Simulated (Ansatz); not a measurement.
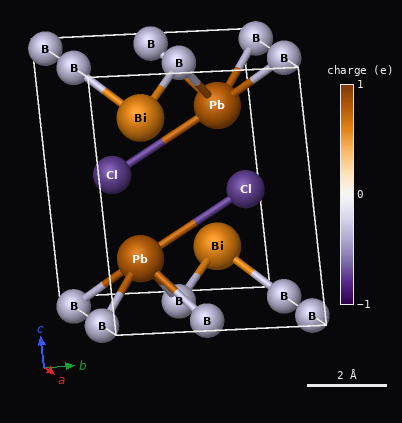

The structure above is drawn in ball-and-stick style and viewed slightly off an axis. The parallelepiped is the simulation cell. The atoms of this BiB₂PbCl cell are coloured by their Bader charge.

Level of theory and settings: DFT, PAW plane waves, r2SCAN (Ansatz 0.2.0), an energy cutoff of 500 eV, a 5×5×5 mesh of k-points, Gaussian smearing of 0.02 eV, no spin polarisation. The pressure of the cell is 13 GPa.

Q: Give the charges by element.

A: Most positive: Pb; most negative: Cl. Charges: about Bi +0.6 e; B -0.3 e; Pb +0.8 e; Cl -0.7 e.

The geometry is that of a generated cell, made by putting these elements into a known structure type (the compound may or may not exist in this form), without relaxation. It went into a calculation with Ansatz.

At this level of theory the cell isn't at rest (compressed, at 13 GPa and forces up to 4.0 eV/Å), so its distances can differ from those at equilibrium, the more so the softer the solid.
